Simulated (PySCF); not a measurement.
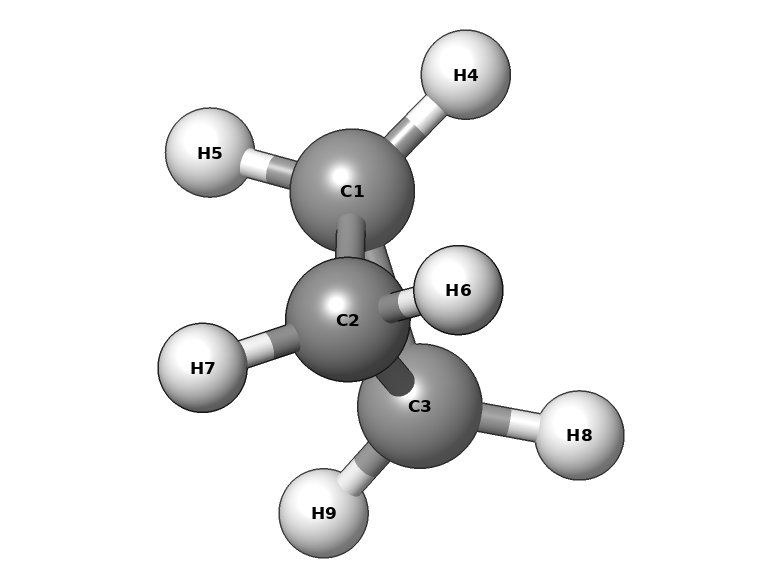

Computed geometry: PBE0-D3(BJ)/def2-TZVP optimisation. No frequency run is at hand to confirm it as a minimum. Properties computed with PBE0/pcJ-2 indirect spin-spin coupling, non-relativistic, gas phase (PySCF 2.14.0). Isotopes: 13C, 1H.

Give the spin–spin coupling constants of these pairs, with the number of bonds between them: C1/H5, C2/H6, C1/H7, C1/H6, C2/H5, C2/H9, C2/H4, C3/H5, C3/H6, H4/H5, H6/H7, H8/H9, H6/H9.

```
  pair  bonds apart  J (Hz)
C1, H5            1   157.9
C2, H6            1   158.1
C1, H7            2    −2.5
C1, H6            2    −2.5
C2, H5            2    −2.5
C2, H9            2    −2.5
C2, H4            2    −2.5
C3, H5            2    −2.6
C3, H6            2    −2.5
H4, H5            2    −5.9
H6, H7            2    −5.9
H8, H9            2    −5.9
H6, H9            3     5.8
```
